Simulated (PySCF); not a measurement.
# C₄H₈OSi₂: NMR shifts, electronic excitations and K edges in gas and solvents, part 2 of 2

PySCF 2.14.0. Atoms count from 0. The steps go on from the part before.

## (6) Excited states and response: B3LYP/def2-SVPD in acetone

The job: settings as JSON, then the geometry in Å.

```
{"job": {"kind": "uv", "xc": "B3LYP", "basis": "def2-SVPD", "solvent": "acetone", "nstates": 6, "ntriplets": 0}, "charge": 0, "multiplicity": 1}
C     -2.140380    -0.751407     0.930606
C     -2.283457     0.696781     0.563505
O     -3.314720     1.314410     0.697994
Si    -0.794952     1.697402    -0.183371
C      0.744130     0.696878    -0.188544
C      1.735825    -0.021716    -0.146166
Si     3.217079    -1.105863    -0.094071
H     -1.816042    -1.329318     0.049501
H     -3.092226    -1.142184     1.316354
H     -1.342668    -0.867225     1.682601
H     -1.159206     2.073669    -1.578752
H     -0.603993     2.920945     0.643321
H      2.778073    -2.531334    -0.114962
H      4.075874    -0.829882    -1.281082
H      3.982221    -0.837889     1.157426
```

Level: TDDFT B3LYP/def2-SVPD, vertical, IEF-PCM acetone (non-equilibrium linear response), core orbitals frozen in the response.

Output:

```text
coarse grid: 13640 points
cycle   1  E = -810.8368500110  dE =  4.833e-01  |g| = 7.988e-01  |ddm| = 7.524e+00
cycle   2  E = -810.3975094731  dE =  4.393e-01  |g| = 1.662e+00  |ddm| = 3.346e+00
cycle   3  E = -810.9640391087  dE = -5.665e-01  |g| = 2.001e-01  |ddm| = 2.401e+00
cycle   4  E = -810.9728311001  dE = -8.792e-03  |g| = 6.972e-02  |ddm| = 3.546e-01
cycle   5  E = -810.9736974749  dE = -8.664e-04  |g| = 4.174e-02  |ddm| = 1.383e-01
cycle   6  E = -810.9741367820  dE = -4.393e-04  |g| = 6.233e-03  |ddm| = 5.700e-02
cycle   7  E = -810.9741470680  dE = -1.029e-05  |g| = 1.342e-03  |ddm| = 1.377e-02
cycle   8  E = -810.9741474910  dE = -4.229e-07  |g| = 4.988e-04  |ddm| = 3.230e-03
final grid: 122872 points
cycle   9  E = -811.0985265413  dE = -2.078e-05  |g| = 3.924e-03  |ddm| = 1.198e-01
cycle  10  E = -811.0985199569  dE =  6.584e-06  |g| = 6.909e-03  |ddm| = 1.313e-02
cycle  11  E = -811.0985299568  dE = -1.000e-05  |g| = 1.250e-03  |ddm| = 7.426e-03
cycle  12  E = -811.0985302773  dE = -3.205e-07  |g| = 1.202e-04  |ddm| = 1.723e-03
cycle  13  E = -811.0985302755  dE =  1.817e-09  |g| = 1.503e-04  |ddm| = 3.854e-04
cycle  14  E = -811.0985302813  dE = -5.835e-09  |g| = 2.107e-05  |ddm| = 2.127e-04
cycle  15  E = -811.0985302815  dE = -1.228e-10  |g| = 2.974e-06  |ddm| = 6.348e-05
converged SCF energy = -811.0985302815

Static polarisability (au): isotropic 144.931, principal 109.320 131.060 194.413

Singlet excitations
state   eV       nm        f      main configurations
  1   3.6212    342.4   0.00143   H->L 0.94
  2   5.1186    242.2   0.00603   H->L+2 0.75
  3   5.1834    239.2   0.14161   H->L+1 0.81
  4   5.5185    224.7   0.01242   H-1->L+1 0.70, H-1->L 0.20
  5   5.5918    221.7   0.05921   H-1->L 0.64, H-1->L+1 0.21, H-2->L+1 0.08
  6   5.7153    216.9   0.00006   H-2->L 0.78, H->L+2 0.09
```

Run time: 20 s. Hardware: 1 thread of AMD EPYC 9R14, shared host; peak memory 0.94 GiB.

This run: HOMO -6.89 eV, LUMO -1.68 eV; lowest singlet 3.62 eV.

## (7) TDDFT and polarisability: B3LYP/def2-SVPD in dichloromethane

The job, as its differences from that of step 6:

```diff
@@ -1,2 +1,2 @@
-{"job": {"kind": "uv", "xc": "B3LYP", "basis": "def2-SVPD", "solvent": "acetone", "nstates": 6, "ntriplets": 0}, "charge": 0, "multiplicity": 1}
+{"job": {"kind": "uv", "xc": "B3LYP", "basis": "def2-SVPD", "solvent": "dichloromethane", "nstates": 6, "ntriplets": 0}, "charge": 0, "multiplicity": 1}
 C     -2.140380    -0.751407     0.930606
```

Method: TDDFT B3LYP/def2-SVPD, vertical, IEF-PCM dichloromethane (non-equilibrium linear response), core orbitals frozen in the response.

Output:

```text
coarse grid: 13640 points
cycle   1  E = -810.8351264664  dE =  4.850e-01  |g| = 8.007e-01  |ddm| = 7.523e+00
cycle   2  E = -810.3827801853  dE =  4.523e-01  |g| = 1.680e+00  |ddm| = 3.351e+00
cycle   3  E = -810.9629813070  dE = -5.802e-01  |g| = 2.027e-01  |ddm| = 2.415e+00
cycle   4  E = -810.9720033900  dE = -9.022e-03  |g| = 7.206e-02  |ddm| = 3.617e-01
cycle   5  E = -810.9729143880  dE = -9.110e-04  |g| = 4.379e-02  |ddm| = 1.423e-01
cycle   6  E = -810.9733985741  dE = -4.842e-04  |g| = 6.369e-03  |ddm| = 5.960e-02
cycle   7  E = -810.9734093307  dE = -1.076e-05  |g| = 1.384e-03  |ddm| = 1.409e-02
cycle   8  E = -810.9734097823  dE = -4.516e-07  |g| = 5.202e-04  |ddm| = 3.384e-03
final grid: 122872 points
cycle   9  E = -811.0977903454  dE = -2.074e-05  |g| = 3.961e-03  |ddm| = 1.197e-01
cycle  10  E = -811.0977834775  dE =  6.868e-06  |g| = 7.024e-03  |ddm| = 1.322e-02
cycle  11  E = -811.0977938143  dE = -1.034e-05  |g| = 1.273e-03  |ddm| = 7.529e-03
cycle  12  E = -811.0977941477  dE = -3.334e-07  |g| = 1.242e-04  |ddm| = 1.750e-03
cycle  13  E = -811.0977941457  dE =  2.007e-09  |g| = 1.560e-04  |ddm| = 3.950e-04
cycle  14  E = -811.0977941520  dE = -6.299e-09  |g| = 2.075e-05  |ddm| = 2.192e-04
cycle  15  E = -811.0977941521  dE = -1.248e-10  |g| = 2.988e-06  |ddm| = 6.418e-05
converged SCF energy = -811.0977941521

Static polarisability (au): isotropic 140.752, principal 105.036 127.060 190.160

Singlet excitations
state   eV       nm        f      main configurations
  1   3.6085    343.6   0.00148   H->L 0.94
  2   5.1049    242.9   0.00692   H->L+2 0.75, H->L+1 0.09
  3   5.1664    240.0   0.14684   H->L+1 0.81
  4   5.5144    224.8   0.01211   H-1->L+1 0.71, H-1->L 0.19
  5   5.5887    221.8   0.06114   H-1->L 0.64, H-1->L+1 0.20, H-2->L+1 0.09
  6   5.7119    217.1   0.00006   H-2->L 0.78, H->L+2 0.09
```

It took 20 s on 1 thread of AMD EPYC 9R14, shared host; peak memory 0.94 GiB.

Key values: HOMO -6.88 eV, LUMO -1.68 eV; lowest singlet 3.61 eV.

## (8) Core excitations: BHandHLYP/def2-SVPD+aug-pcX-1+pcseg-1

The job, as its differences from that of step 7:

```diff
@@ -1,2 +1,2 @@
-{"job": {"kind": "uv", "xc": "B3LYP", "basis": "def2-SVPD", "solvent": "dichloromethane", "nstates": 6, "ntriplets": 0}, "charge": 0, "multiplicity": 1}
+{"job": {"kind": "xas", "xc": "BHandHLYP", "basis": {"default": "aug-pcX-1", "H": "pcseg-1", "Si": "def2-SVPD"}}, "charge": 0, "multiplicity": 1}
 C     -2.140380    -0.751407     0.930606
```

With the program's defaults for keys left out, this is: core-valence-separated TDA BHandHLYP/aug-pcX-1 H:pcseg-1 Si:def2-SVPD, K edges, non-relativistic, gas phase.

Output:

```text
coarse grid: 13640 points
cycle   1  E = -810.8184304295  dE =  5.792e-01  |g| = 7.793e-01  |ddm| = 4.881e+00
cycle   2  E = -810.6588262041  dE =  1.596e-01  |g| = 1.258e+00  |ddm| = 1.829e+00
cycle   3  E = -810.9512612150  dE = -2.924e-01  |g| = 9.987e-02  |ddm| = 9.675e-01
cycle   4  E = -810.9531769643  dE = -1.916e-03  |g| = 5.924e-02  |ddm| = 1.913e-01
cycle   5  E = -810.9539691110  dE = -7.921e-04  |g| = 2.341e-02  |ddm| = 8.885e-02
cycle   6  E = -810.9540991166  dE = -1.300e-04  |g| = 5.735e-03  |ddm| = 3.046e-02
cycle   7  E = -810.9541093791  dE = -1.026e-05  |g| = 1.389e-03  |ddm| = 1.079e-02
cycle   8  E = -810.9541101165  dE = -7.374e-07  |g| = 5.084e-04  |ddm| = 3.796e-03
final grid: 122872 points
cycle   9  E = -811.0397659929  dE = -6.187e-05  |g| = 2.524e-03  |ddm| = 4.310e-02
cycle  10  E = -811.0397658863  dE =  1.065e-07  |g| = 2.299e-03  |ddm| = 5.250e-03
cycle  11  E = -811.0397668917  dE = -1.005e-06  |g| = 7.807e-04  |ddm| = 2.276e-03
cycle  12  E = -811.0397669888  dE = -9.710e-08  |g| = 2.538e-04  |ddm| = 6.910e-04
cycle  13  E = -811.0397670020  dE = -1.323e-08  |g| = 4.989e-05  |ddm| = 2.746e-04
cycle  14  E = -811.0397670026  dE = -5.782e-10  |g| = 2.056e-05  |ddm| = 7.020e-05
converged SCF energy = -811.0397670026

C K edge
   eV          f      from atoms
  282.462   0.09678   C5 C4
  282.489   0.00959   C4 C5
  282.494   0.07365   C4 C5
  282.533   0.01779   C5 C4
  282.873   0.07577   C1
  284.324   0.00050   C0
  285.663   0.01089   C0
  285.708   0.00367   C4
  286.116   0.00532   C5
  286.129   0.01463   C0
  286.191   0.01508   C0
  286.252   0.00006   C4
  286.414   0.00102   C5
  286.469   0.01004   C5
  286.605   0.03043   C0
  286.640   0.01128   C4
  286.851   0.00859   C0
  286.961   0.00649   C4 C5
  286.995   0.01293   C5 C4
  287.054   0.00968   C5

O K edge
   eV          f      from atoms
  528.250   0.05150   O2
  533.670   0.00466   O2
  534.038   0.00044   O2
  534.247   0.00074   O2
  534.332   0.00425   O2
  535.131   0.00106   O2
  535.183   0.00065   O2
  535.236   0.00221   O2
```

It took 17 s on 1 thread of AMD EPYC 9R14, shared host; peak memory 1 GiB.

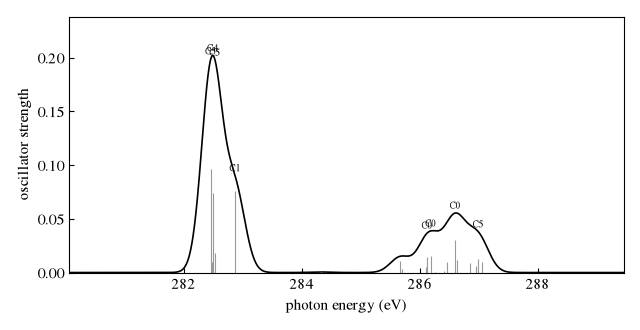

The C K edge. Lines are broadened to a width of 0.40 eV (Gaussian).

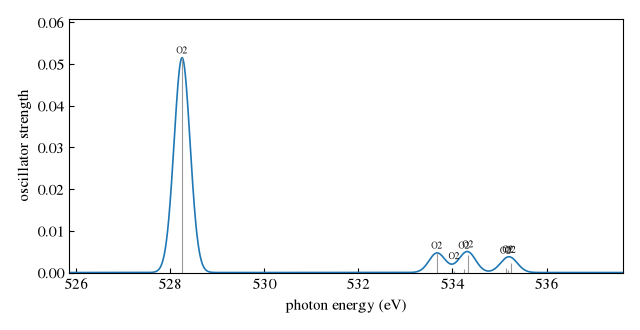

The O K edge. Lines are broadened to a width of 0.40 eV (Gaussian).

## (9) Comparing the runs: NMR shifts

Shifts (ppm) of some atoms, chosen among heavy atoms and hydrogens apart, means over like atoms, with basis size and wall time:

```csv
run,C1,C5,C0,H12,H7,O2,Si3,functions,time
PBE0/pcSseg-1 in acetone,245.8,117.2,43.2,4.27,2.82,797.8,-93.6,173,16 s
PBE0/pcSseg-1 in dichloromethane,244.9,116.9,43.0,4.27,2.80,803.0,-93.8,173,14 s
```

The continuum's effect on the ground state:

```csv
solvent,ε,polarisation energy (Eh),μ (D)
dichloromethane,8.93,-0.0070,3.38
acetone,20.49,-0.0079,3.47
```

## (10) Comparing the runs: electronic excitations

Excitations and ground-state properties, with basis size and wall time:

```csv
run,lowest singlet (eV),brightest (eV),f,gap (eV),α (Å³),μ (D),functions,time
B3LYP/def2-SVPD,3.52,5.07,0.120,5.11,16.40,2.79,215,29 s
B3LYP/def2-SVPD in acetone,3.62,5.18,0.142,5.21,21.48,3.68,215,20 s
B3LYP/def2-SVPD in dichloromethane,3.61,5.17,0.147,5.20,20.86,3.58,215,20 s
```

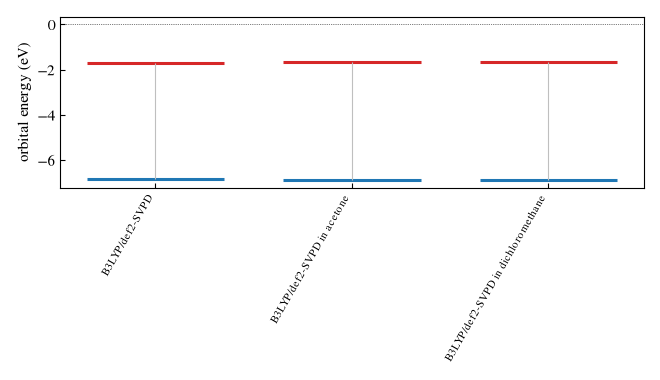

HOMO (blue) and LUMO (red) run by run.

The continuum's effect on the ground state:

```csv
solvent,ε,polarisation energy (Eh),μ (D)
dichloromethane,8.93,-0.0073,3.58
acetone,20.49,-0.0083,3.68
```

## (11) Summary of results

The summary covers parts 1 to 2.

| quantity | value |
| --- | --- |
| point group | C1 |
| rotational constants (main isotopes) | 4.20, 0.64, 0.56 GHz |
| 13C shifts against TMS (PBE0/pcSseg-1, acetone) | 245.8, 118.4, 117.2, 43.2 ppm |
| 1H shifts against TMS (PBE0/pcSseg-1, acetone, means over atoms taken as alike) | 4.27, 4.17, 2.82 ppm |
| 17O shifts against H2O (PBE0/pcSseg-1, acetone) | 797.8 ppm |
| 29Si shifts against TMS (PBE0/pcSseg-1, acetone) | -93.6, -96.0 ppm |
| lowest singlet (B3LYP/def2-SVPD) | 3.52 eV (352 nm), f = 0.001 |
| brightest single state of those computed | state 3, 5.07 eV, f = 0.120 |
| surface potential, least and greatest | -1.48 V and 1.31 V |
| C K edge | first line 282.46 eV, strongest 282.46 eV (f = 0.097) |
| O K edge | first line 528.25 eV, strongest 528.25 eV (f = 0.051) |
| range of the shift of O2 | 797.8 to 803.0 ppm |
| range of the lowest singlet | 3.52 to 3.62 eV |

**Reading.** Over 18 steps the energy fell by 0.189 eV; of the close pairs, Si6–H13 changed most, 1.446 to 1.491 Å. At PBE0/pcSseg-1: The widest tensor belongs to O2: span 1578 ppm, with a paramagnetic part of -852 ppm. The lowest singlet, at 3.52 eV, is HOMO→LUMO 0.93 and is weak; of the 6 states computed, the strongest absorption comes from state 3 at 5.07 eV. At B3LYP/def2-SVPD, counted by nearest atom on the grid, the HOMO lies on O2 50 %; C1 14 %, the LUMO on C1 37 %; O2 24 %. At the C edge the strongest single line lifts a 1s electron of C5 and C4 into LUMO+1 (weight 0.81), and it is the first line. At the O edge the strongest single line lifts a 1s electron of O2 into several orbitals, led by LUMO (weight 0.60), and it is the first line. Absolute edge energies from this method are off by several eV; spacings are better. In ppm, O2 moves most: its shift spreads over 5.2 ppm, from 797.8 (PBE0/pcSseg-1 in acetone) to 803.0 (PBE0/pcSseg-1 in dichloromethane). The continuum holds electrostatics alone: no hydrogen bonds to the solvent, and the gas-phase geometry is kept. The lowest singlet runs from 3.52 eV (B3LYP/def2-SVPD) to 3.62 eV (B3LYP/def2-SVPD in acetone), while the orbital gap spans 5.11 to 5.21 eV. The lowest state need not be the same one in every run.
